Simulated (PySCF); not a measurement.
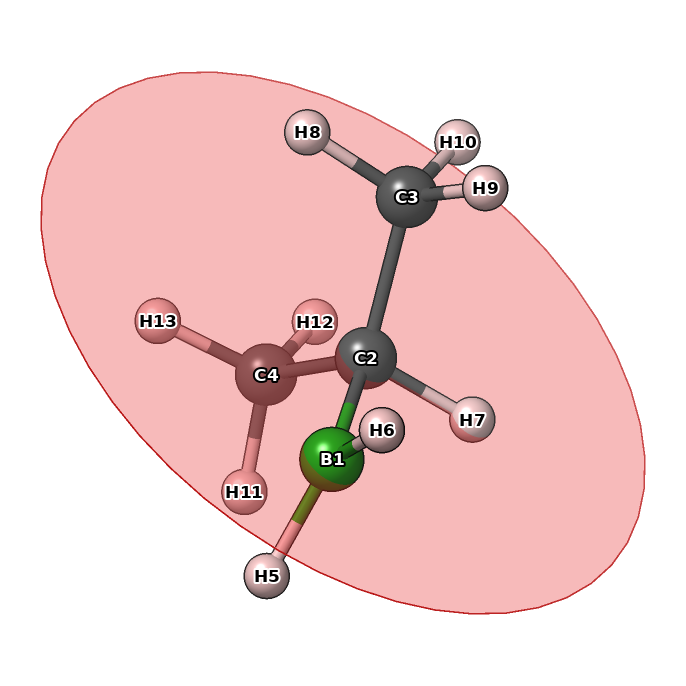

A disc through the centre of mass is drawn in. Depth is shown by fading: the farther an atom, the more it takes the colour of the background. The geometry was computed by an optimisation with PBE0-D3(BJ)/def2-SVP. No frequency run is at hand to confirm it as a minimum.

**Is the plane of the disc a mirror plane of the structure?**

Yes. The reflection leaves B1, C2, H7 in place and moves C3 ↔ C4; H5 ↔ H6; H8 ↔ H13; H9 ↔ H11; H10 ↔ H12. The point group is Cs.
